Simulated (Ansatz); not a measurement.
**KLa: pressure against volume, part 1 of 2**

Aim: scale the cell of KLa up and down at fixed shape and fractional positions, and get the equilibrium volume and bulk modulus with LAPW, PAW and all-electron datasets made for the crystal.

Method: DFT PBE, scalar-relativistic, in Ansatz 0.2.0.

### 1 The starting structure

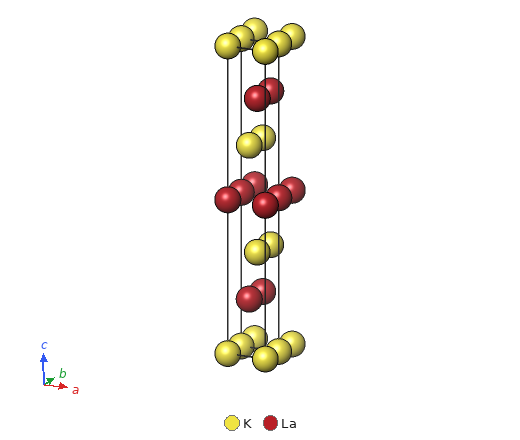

Start, viewed slightly off an axis; potassium yellow, lanthanum red. 1×2×1 cells are drawn. Atoms on the faces are drawn again on the opposite ones. The cell drawn here is the conventional one.

As a file:

```cif
data_structure
_symmetry_space_group_name_H-M 'R-3m:H'
_symmetry_Int_Tables_number 166
_cell_length_a 3.7871
_cell_length_b 3.7871
_cell_length_c 22.2874
_cell_angle_alpha 90.000
_cell_angle_beta 90.000
_cell_angle_gamma 120.000
_cell_volume 276.83
loop_
_atom_site_label
_atom_site_type_symbol
_atom_site_symmetry_multiplicity
_atom_site_Wyckoff_symbol
_atom_site_fract_x
_atom_site_fract_y
_atom_site_fract_z
_atom_site_occupancy
K1 K 3 a 0.00000 0.00000 0.00000 1
La1 La 3 b 0.66667 0.33333 0.83333 1
```

The file gives the conventional cell by its symmetry; the runs use the cell typed in the input.

The cell was relaxed by PAW from a hypothetical start (L11 type); it needn't be the stable phase of this composition.

Atoms are numbered in the order of the input: K1, La2.

### 2 Volume × 0.9405, LAPW

The input, input.yaml:

```yaml
crystal:
  lattice:
    - [1.8552411643, -1.0711239856, 7.2787537683]
    - [0.0, 2.1422479713, 7.2787537683]
    - [-1.8552411643, -1.0711239856, 7.2787537683]
  atoms:
    - { symbol: K, position: [0.0, 0.0, 0.0] }
    - { symbol: La, position: [0.5, 0.5, 0.5] }
kpoints:
  mp_grid: { grid: [11, 11, 11] }
scf:
  occupations: { method: fermi_dirac, width: 0.05 }
hamiltonian:
  xc: pbe
  pseudopotentials: { kind: all_electron, lapw: { basis_error: 0.00025 } }
output:
  forces: true
  stress: true
  eigenvalues: true
```

Run with:

```bash
ansatz run input.yaml --threads 1 --pin off --max-ram 2048MiB --backend cpu --events-out ev --progress --plain --runs-dir out
```

The log of the run, cut to the lines that bear on the results:

```text
LAPW: plane waves up to 6.060 Å⁻¹, error target 2.5e-4 eV per atom; small_component_spin mean_spin; K in spheres of 1.855 Å, 9 of its electrons in bands, Dirac shells []; La in spheres of 1.855 Å, 27 of its electrons in bands, Dirac shells []
[...]
Pseudopotentials: kind: all_electron
Pseudopotential: K, LAPW, valence charge 9, Koelling and Harmon's equation, gaussian nucleus
Pseudopotential: La, LAPW, valence charge 27, Koelling and Harmon's equation, gaussian nucleus
Functional definition: PBE
[...]
Crystal: 2 atoms, lattice volume = 86.786 Å³
Basis set: ecut = 139.91284923883308 eV, 327 PW (Γ), FFT grids on a1−a3, a2−a3, a3, exchange–correlation at level 2
Bands: 22, of which v1, the nominal top of the filled ones, is band 18 counted from 1 (17 counted from 0)
Symmetry: 12 space group operations
Space group: R-3m (ITA 166), of the structure as read, at distance tolerance 4.4e-5 Å
k-points: 146 of 1331
[...]
SCF iter   1: F=—  HF=-247492.778496 eV  |F-HF|=—  |Δ(HF+E_count)|=         —  Δρ=1.95e-2  dr2=3.19e0  ethr=8.86e-3  ⟨swp⟩=2.1  Hψ=20455  notcnv=0
[...]
the basis was enlarged: its passes take 1.6 MiB over the memory plan, 1 of 1 planned eigensolver slots
[...]
SCF iter  11: F=-247492.079821 eV  HF=-247492.079821 eV  |F-HF|=2.44e-9  |Δ(HF+E_count)|=   2.14e-7  Δρ=2.46e-6  dr2=9.38e-9  ethr=1.75e-9  ⟨swp⟩=3.1  Hψ=11059  notcnv=0
[...]
SCF converged after 11 iterations
Free energy (F): -247492.079821 eV
[...]
E sigma→0 (E₀):  -247492.071265 eV
Entropy (-TS):   -0.017110 eV (-8.555 meV/atom)
Fermi energy:    8.198085 eV
[...]
--- Forces (eV/Å), atoms counted from 1 ---
  atom   1  K      0.00000000     0.00000000     0.00000000
  atom   2  La     0.00000000     0.00000000     0.00000000
[...]
--- Stress (GPa, compression-positive) ---
        0.980107       0.000000       0.000000
        0.000000       0.980107      -0.000000
        0.000000      -0.000000       0.820998
  P = ⅓ Tr σ = 0.9271 GPa (9.271 kbar)
--- Band table (eV; the first three rows and the last of 146) ---
  k-point 0: bands = ["-185.5166", "-185.5166", "-185.5146", "-89.4957", "-89.4899", "-89.4899", "-89.4834", "-89.4834", "-24.9913", "-23.5624", "-8.7501", "-8.0379", "-8.0379", "-6.9825", "-6.8834", "-6.8834", "5.2660", "7.0525", "8.7967", "9.2260", "9.5930", "9.6839"]
[...]
```

It took 35 s on 1 thread of AMD EPYC 7R43 (Zen 3), shared host; peak memory 0.56 GiB.

This run gives: pressure 0.93 GPa; no gap.

### 3 Volume × 0.9405, PAW

input.yaml: that of step 2 with these lines changed.

```diff
@@ -14,3 +14,3 @@
   xc: pbe
-  pseudopotentials: { kind: all_electron, lapw: { basis_error: 0.00025 } }
+  pseudopotentials: { kind: paw }
 output:
@@ -19 +19,6 @@
   eigenvalues: true
+  efg: { contact_densities: true }
+  write_density: true
+  write_potential: true
+  elf: true
+  volumetric_format: npy
```

Run with:

```bash
ansatz run input.yaml --threads 1 --pin off --max-ram 2048MiB --backend cpu --events-out ev --progress --plain --runs-dir out
```

The log of the run, cut to the lines that bear on the results:

```text
[...]
La: output.efg is read without spin–orbit coupling, which moves field gradients at and beside such atoms by some per cent and up to a factor of two; PAW files take it under magnetization.noncollinear and magnetization.spin_orbit
[...]
Pseudopotentials: kind: paw
Pseudopotential: K, paw, valence charge 9, recommended cutoff 420 eV (normal)
Pseudopotential: La, paw, valence charge 11, recommended cutoff 420 eV (normal)
Functional definition: PBE
[...]
Crystal: 2 atoms, lattice volume = 86.786 Å³
Basis set: ecut = 420 eV, 1711 PW (Γ), FFT grids on a1−a2, a2, −a2+a3, exchange–correlation on 50×108×50 points (8 copies of the dense FFT grid, shifted against one another)
Bands: 14, of which v1, the nominal top of the filled ones, is band 10 counted from 1 (9 counted from 0)
Symmetry: 12 space group operations
[...]
--- Forces (eV/Å), atoms counted from 1 ---
  atom   1  K      0.00000000     0.00000000     0.00000000
  atom   2  La     0.00000000     0.00000000     0.00000000
[...]
--- Stress (GPa, compression-positive) ---
        0.971497       0.000000      -0.000000
        0.000000       0.971497      -0.000000
       -0.000000      -0.000000       0.818544
  P = ⅓ Tr σ = 0.9205 GPa (9.205 kbar)
--- PAW observables at the nuclei: V_zz in 10²¹ V/m², potentials from the cell's mean, atoms counted from 1 ---
  atom   1  K  V_zz =    -2.568138   η = 0.0000   by run symmetry: allowed
            electrostatic potential = -2064.949981 V   contact ρ = 34773.726614 e/Å³
  atom   2  La V_zz =    -6.055164   η = 0.0000   by run symmetry: allowed
            electrostatic potential = -9869.563487 V   contact ρ = 2247117.708824 e/Å³
--- Band table (eV; the first three rows and the last of 146) ---
  k-point 0: bands = ["-26.4353", "-25.0031", "-10.1912", "-9.4790", "-9.4790", "-8.4226", "-8.3245", "-8.3245", "3.8257", "5.6132", "7.3529", "7.7565", "8.1242", "8.2100"]
[...]
```

Run time: 14 s. Hardware: 1 thread of AMD EPYC 7R43 (Zen 3), shared host; peak memory 0.57 GiB.

In short: pressure 0.92 GPa; no gap; Vzz K1 -2.57 (η = 0.00), La2 -6.06 (η = 0.00) (10²¹ V/m²).

### 4 Volume × 0.9405, crystal datasets

input.yaml: that of step 3 with these lines changed.

```diff
@@ -14,3 +14,3 @@
   xc: pbe
-  pseudopotentials: { kind: paw }
+  pseudopotentials: { kind: all_electron, datasets: crystal }
 output:
@@ -20,5 +20 @@
   efg: { contact_densities: true }
-  write_density: true
-  write_potential: true
-  elf: true
-  volumetric_format: npy
```

Run with:

```bash
ansatz run input.yaml --threads 1 --pin off --max-ram 2048MiB --backend cpu --events-out ev --progress --plain --runs-dir out
```

The log of the run, cut to the lines that bear on the results:

```text
[...]
band count auto-derived: 23 (N_el = 20.0; filled up to band 10; 14 by the electrons, moments and atoms)
La: output.efg is read without spin–orbit coupling, which moves field gradients at and beside such atoms by some per cent and up to a factor of two; PAW files take it under magnetization.noncollinear and magnetization.spin_orbit
[...]
Pseudopotentials: kind: all_electron
Pseudopotential: K, paw, valence charge 9, recommended cutoff 240 eV (normal), Koelling and Harmon's equation, gaussian nucleus
Pseudopotential: La, paw, valence charge 11, recommended cutoff 240 eV (normal), Koelling and Harmon's equation, gaussian nucleus
Functional definition: PBE
[...]
Crystal: 2 atoms, lattice volume = 86.786 Å³
Basis set: ecut = 240 eV, 739 PW (Γ), FFT grids on a1−a3, a2−a3, a3, exchange–correlation on 40×40×80 points (8 copies of the dense FFT grid, shifted against one another)
[...]
  atom   1  K      0.00000000     0.00000000     0.00000000
  atom   2  La    -0.00000000    -0.00000000     0.00000000
[...]
--- Stress (GPa, compression-positive) ---
        0.980807       0.000000      -0.000000
        0.000000       0.980807      -0.000000
       -0.000000      -0.000000       0.821634
  P = ⅓ Tr σ = 0.9277 GPa (9.277 kbar)
--- PAW observables at the nuclei: V_zz in 10²¹ V/m², potentials from the cell's mean, atoms counted from 1 ---
  atom   1  K  V_zz =    -2.550920   η = 0.0000   by run symmetry: allowed
            electrostatic potential = -2064.930260 V   contact ρ = 34814.093821 e/Å³
  atom   2  La V_zz =    -6.003842   η = 0.0000   by run symmetry: allowed
            electrostatic potential = -9869.827269 V   contact ρ = 2246690.367663 e/Å³
--- Band table (eV; the first three rows and the last of 146) ---
  k-point 0: bands = ["-24.9912", "-23.5624", "-8.7500", "-8.0378", "-8.0378", "-6.9826", "-6.8835", "-6.8835", "5.2661", "7.0526", "8.7968", "9.2260", "9.5930", "9.6838", "9.6838", "9.8436", "9.8436", "9.8636", "9.8636", "10.0713"]
[...]
```

It took 35 s on 1 thread of AMD EPYC 7R43 (Zen 3), shared host; peak memory 0.82 GiB.

In short: pressure 0.93 GPa; no gap; Vzz K1 -2.55 (η = 0.00), La2 -6.00 (η = 0.00) (10²¹ V/m²).

### 5 Volume × 0.97, LAPW

The input, input.yaml:

```yaml
crystal:
  lattice:
    - [1.8744391654, -1.0822079568, 7.3540741772]
    - [0.0, 2.1644159135, 7.3540741772]
    - [-1.8744391654, -1.0822079568, 7.3540741772]
  atoms:
    - { symbol: K, position: [0.0, 0.0, 0.0] }
    - { symbol: La, position: [0.5, 0.5, 0.5] }
kpoints:
  mp_grid: { grid: [11, 11, 11] }
scf:
  occupations: { method: fermi_dirac, width: 0.05 }
hamiltonian:
  xc: pbe
  pseudopotentials: { kind: all_electron, lapw: { basis_error: 0.00025 } }
output:
  forces: true
  stress: true
  eigenvalues: true
```

Run with:

```bash
ansatz run input.yaml --threads 1 --pin off --max-ram 2048MiB --backend cpu --events-out ev --progress --plain --runs-dir out
```

The log of the run, cut to the lines that bear on the results:

```text
LAPW: plane waves up to 5.997 Å⁻¹, error target 2.5e-4 eV per atom; small_component_spin mean_spin; K in spheres of 1.874 Å, 9 of its electrons in bands, Dirac shells []; La in spheres of 1.874 Å, 27 of its electrons in bands, Dirac shells []
[...]
Pseudopotentials: kind: all_electron
Pseudopotential: K, LAPW, valence charge 9, Koelling and Harmon's equation, gaussian nucleus
Pseudopotential: La, LAPW, valence charge 27, Koelling and Harmon's equation, gaussian nucleus
Functional definition: PBE
[...]
Crystal: 2 atoms, lattice volume = 89.508 Å³
Basis set: ecut = 137.0209328738169 eV, 327 PW (Γ), FFT grids on a1−a3, a2−a3, a3, exchange–correlation at level 2
Bands: 22, of which v1, the nominal top of the filled ones, is band 18 counted from 1 (17 counted from 0)
Symmetry: 12 space group operations
Space group: R-3m (ITA 166), of the structure as read, at distance tolerance 4.5e-5 Å
[...]
the basis was enlarged: its passes take 1.6 MiB over the memory plan, 1 of 1 planned eigensolver slots
[...]
SCF iter  11: F=-247492.091305 eV  HF=-247492.091305 eV  |F-HF|=1.14e-9  |Δ(HF+E_count)|=   2.43e-7  Δρ=2.45e-6  dr2=9.61e-9  ethr=1.30e-9  ⟨swp⟩=3.3  Hψ=11093  notcnv=0
[...]
SCF converged after 11 iterations
Free energy (F): -247492.091305 eV
[...]
E sigma→0 (E₀):  -247492.082181 eV
Entropy (-TS):   -0.018249 eV (-9.125 meV/atom)
Fermi energy:    7.884662 eV
[...]
--- Forces (eV/Å), atoms counted from 1 ---
  atom   1  K      0.00000000    -0.00000000     0.00000000
  atom   2  La     0.00000000     0.00000000     0.00000000
[...]
--- Stress (GPa, compression-positive) ---
        0.457868       0.000000      -0.000000
        0.000000       0.457868       0.000000
       -0.000000       0.000000       0.390446
  P = ⅓ Tr σ = 0.4354 GPa (4.354 kbar)
--- Band table (eV; the first three rows and the last of 146) ---
[... band rows left out ...]
[...]
```

Run time: 36 s. Hardware: 1 thread of AMD EPYC 7R43 (Zen 3), shared host; peak memory 0.58 GiB.

Read from it: pressure 0.44 GPa; no gap.

### 6 Volume × 0.97, PAW

input.yaml: that of step 5 with these lines changed.

```diff
@@ -14,3 +14,3 @@
   xc: pbe
-  pseudopotentials: { kind: all_electron, lapw: { basis_error: 0.00025 } }
+  pseudopotentials: { kind: paw }
 output:
@@ -19 +19,2 @@
   eigenvalues: true
+  efg: { contact_densities: true }
```

Run with:

```bash
ansatz run input.yaml --threads 1 --pin off --max-ram 2048MiB --backend cpu --events-out ev --progress --plain --runs-dir out
```

The log of the run, cut to the lines that bear on the results:

```text
[...]
La: output.efg is read without spin–orbit coupling, which moves field gradients at and beside such atoms by some per cent and up to a factor of two; PAW files take it under magnetization.noncollinear and magnetization.spin_orbit
[...]
Pseudopotentials: kind: paw
Pseudopotential: K, paw, valence charge 9, recommended cutoff 420 eV (normal)
Pseudopotential: La, paw, valence charge 11, recommended cutoff 420 eV (normal)
Functional definition: PBE
[...]
Crystal: 2 atoms, lattice volume = 89.508 Å³
Basis set: ecut = 420 eV, 1759 PW (Γ), FFT grids on a1−a3, a2−a3, a3, exchange–correlation on 54×54×108 points (8 copies of the dense FFT grid, shifted against one another)
Bands: 14, of which v1, the nominal top of the filled ones, is band 10 counted from 1 (9 counted from 0)
Symmetry: 12 space group operations
[...]
--- Forces (eV/Å), atoms counted from 1 ---
  atom   1  K      0.00000000     0.00000000     0.00000000
  atom   2  La     0.00000000     0.00000000    -0.00000000
[...]
--- Stress (GPa, compression-positive) ---
        0.450940      -0.000000       0.000000
       -0.000000       0.450940       0.000000
        0.000000       0.000000       0.388594
  P = ⅓ Tr σ = 0.4302 GPa (4.302 kbar)
--- PAW observables at the nuclei: V_zz in 10²¹ V/m², potentials from the cell's mean, atoms counted from 1 ---
  atom   1  K  V_zz =    -2.450451   η = 0.0000   by run symmetry: allowed
            electrostatic potential = -2064.633209 V   contact ρ = 34773.503966 e/Å³
  atom   2  La V_zz =    -5.557409   η = 0.0000   by run symmetry: allowed
            electrostatic potential = -9869.163039 V   contact ρ = 2247117.014800 e/Å³
--- Band table (eV; the first three rows and the last of 146) ---
  k-point 0: bands = ["-26.7660", "-25.2612", "-10.5080", "-9.8539", "-9.8539", "-8.6839", "-8.5996", "-8.5996", "3.5697", "5.3500", "7.0265", "7.4431", "7.7875", "7.8670"]
[...]
```

It took 11 s on 1 thread of AMD EPYC 7R43 (Zen 3), shared host; peak memory 0.57 GiB.

This run gives: pressure 0.43 GPa; no gap; Vzz K1 -2.45 (η = 0.00), La2 -5.56 (η = 0.00) (10²¹ V/m²).

### 7 Volume × 1.03, LAPW

The input, input.yaml:

```yaml
crystal:
  lattice:
    - [1.9123168285, -1.1040766357, 7.5026813705]
    - [0.0, 2.2081532714, 7.5026813705]
    - [-1.9123168285, -1.1040766357, 7.5026813705]
  atoms:
    - { symbol: K, position: [0.0, 0.0, 0.0] }
    - { symbol: La, position: [0.5, 0.5, 0.5] }
kpoints:
  mp_grid: { grid: [11, 11, 11] }
scf:
  occupations: { method: fermi_dirac, width: 0.05 }
hamiltonian:
  xc: pbe
  pseudopotentials: { kind: all_electron, lapw: { basis_error: 0.00025 } }
output:
  forces: true
  stress: true
  eigenvalues: true
```

Run with:

```bash
ansatz run input.yaml --threads 1 --pin off --max-ram 2048MiB --backend cpu --events-out ev --progress --plain --runs-dir out
```

The log of the run, cut to the lines that bear on the results:

```text
LAPW: plane waves up to 5.877 Å⁻¹, error target 2.5e-4 eV per atom; small_component_spin mean_spin; K in spheres of 1.912 Å, 9 of its electrons in bands, Dirac shells []; La in spheres of 1.912 Å, 27 of its electrons in bands, Dirac shells []
[...]
Pseudopotentials: kind: all_electron
Pseudopotential: K, LAPW, valence charge 9, Koelling and Harmon's equation, gaussian nucleus
Pseudopotential: La, LAPW, valence charge 27, Koelling and Harmon's equation, gaussian nucleus
Functional definition: PBE
[...]
Crystal: 2 atoms, lattice volume = 95.044 Å³
Basis set: ecut = 131.57983225153174 eV, 327 PW (Γ), FFT grids on a1−a3, a2−a3, a3, exchange–correlation at level 2
Bands: 22, of which v1, the nominal top of the filled ones, is band 18 counted from 1 (17 counted from 0)
Symmetry: 12 space group operations
Space group: R-3m (ITA 166), of the structure as read, at distance tolerance 4.6e-5 Å
[...]
the search or the solves at the SCF's close seem to have found levels that the self-consistency loop had missed (the run counts 1). By its estimate they hold under 1e-12 electrons; where the run keeps them, the occupations were computed again with them
SCF converged after 11 iterations
Free energy (F): -247492.091584 eV
[...]
E sigma→0 (E₀):  -247492.081077 eV
Entropy (-TS):   -0.021013 eV (-10.507 meV/atom)
Fermi energy:    7.301224 eV
[...]
--- Forces (eV/Å), atoms counted from 1 ---
  atom   1  K     -0.00000000     0.00000000    -0.00000000
  atom   2  La     0.00000000     0.00000000    -0.00000000
[...]
--- Stress (GPa, compression-positive) ---
       -0.414837      -0.000000       0.000000
       -0.000000      -0.414837       0.000000
        0.000000       0.000000      -0.316977
  P = ⅓ Tr σ = -0.3822 GPa (-3.822 kbar)
--- Band table (eV; the first three rows and the last of 146) ---
[... band rows left out ...]
[...]
```

Wall time 34 s (1 thread of AMD EPYC 7R43 (Zen 3), shared host); peak memory 0.56 GiB.

This run gives: pressure -0.38 GPa; no gap.

### 8 Volume × 1.03, PAW

input.yaml: that of step 7 with these lines changed.

```diff
@@ -14,3 +14,3 @@
   xc: pbe
-  pseudopotentials: { kind: all_electron, lapw: { basis_error: 0.00025 } }
+  pseudopotentials: { kind: paw }
 output:
@@ -19 +19,2 @@
   eigenvalues: true
+  efg: { contact_densities: true }
```

Run with:

```bash
ansatz run input.yaml --threads 1 --pin off --max-ram 2048MiB --backend cpu --events-out ev --progress --plain --runs-dir out
```

The log of the run, cut to the lines that bear on the results:

```text
[...]
La: output.efg is read without spin–orbit coupling, which moves field gradients at and beside such atoms by some per cent and up to a factor of two; PAW files take it under magnetization.noncollinear and magnetization.spin_orbit
[...]
Pseudopotentials: kind: paw
Pseudopotential: K, paw, valence charge 9, recommended cutoff 420 eV (normal)
Pseudopotential: La, paw, valence charge 11, recommended cutoff 420 eV (normal)
Functional definition: PBE
[...]
Crystal: 2 atoms, lattice volume = 95.044 Å³
Basis set: ecut = 420 eV, 1873 PW (Γ), FFT grids on a1−a3, a2−a3, a3, exchange–correlation on 54×54×108 points (8 copies of the dense FFT grid, shifted against one another)
Bands: 14, of which v1, the nominal top of the filled ones, is band 10 counted from 1 (9 counted from 0)
Symmetry: 12 space group operations
[...]
--- Forces (eV/Å), atoms counted from 1 ---
  atom   1  K      0.00000000     0.00000000    -0.00000000
  atom   2  La     0.00000000    -0.00000000     0.00000000
[...]
--- Stress (GPa, compression-positive) ---
       -0.418932       0.000000      -0.000000
        0.000000      -0.418932       0.000000
        0.000000       0.000000      -0.317856
  P = ⅓ Tr σ = -0.3852 GPa (-3.852 kbar)
--- PAW observables at the nuclei: V_zz in 10²¹ V/m², potentials from the cell's mean, atoms counted from 1 ---
  atom   1  K  V_zz =    -2.231674   η = 0.0000   by run symmetry: allowed
            electrostatic potential = -2064.037315 V   contact ρ = 34773.091041 e/Å³
  atom   2  La V_zz =    -4.555648   η = 0.0000   by run symmetry: allowed
            electrostatic potential = -9868.418443 V   contact ρ = 2247115.458044 e/Å³
--- Band table (eV; the first three rows and the last of 146) ---
  k-point 0: bands = ["-27.3888", "-25.7491", "-11.1078", "-10.5512", "-10.5512", "-9.1760", "-9.1161", "-9.1161", "3.0996", "4.8648", "6.4266", "6.8552", "7.1580", "7.2258"]
[...]
```

Wall time 12 s (1 thread of AMD EPYC 7R43 (Zen 3), shared host); peak memory 0.59 GiB.

Read from it: pressure -0.39 GPa; no gap; Vzz K1 -2.23 (η = 0.00), La2 -4.56 (η = 0.00) (10²¹ V/m²).

(Continued in part 2 of 2.)
